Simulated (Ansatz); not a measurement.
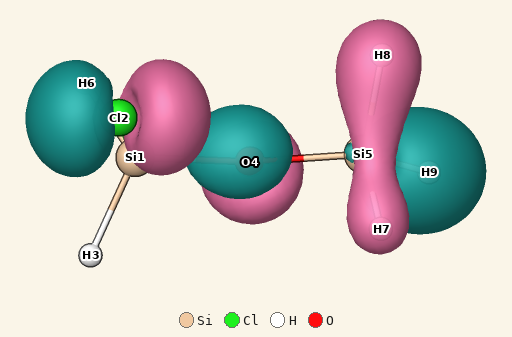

The picture shows: ClH$_{5}$OSi$_{2}$. The HOMO−1 at ±0.15 Å⁻³ᐟ² (teal and pink are the two phases), seen from one side.

The product side of a reaction path; geometry: PBE0-D4/def2-TZVP.

These are results of Ansatz 0.2.0, RKS PBE0-D4/def2-TZVPP, not measurements.

```yaml
atoms:
  - { symbol: Si, position_ang: [-0.1041, -1.5026, 0.4016] }
  - { symbol: Cl, position_ang: [1.1401, -1.1297, 1.9929] }
  - { symbol: H, position_ang: [0.5782, -2.4747, -0.4778] }
  - { symbol: O, position_ang: [-0.3920, -0.1327, -0.4115] }
  - { symbol: Si, position_ang: [-0.0357, 1.4638, -0.5689] }
  - { symbol: H, position_ang: [-1.3726, -2.0350, 0.9400] }
  - { symbol: H, position_ang: [1.4159, 1.6385, -0.8248] }
  - { symbol: H, position_ang: [-0.4137, 2.1931, 0.6669] }
  - { symbol: H, position_ang: [-0.8160, 1.9795, -1.7183] }
```

Question: Describe this orbital and give its energy.

Answer: By Hirshfeld shares it lies mainly on Cl2 (about 25 %), O4 (about 25 %), Si5 (about 20 %), H9 (about 15 %) and H8 (about 5 %). Its energy is −9.25 eV.
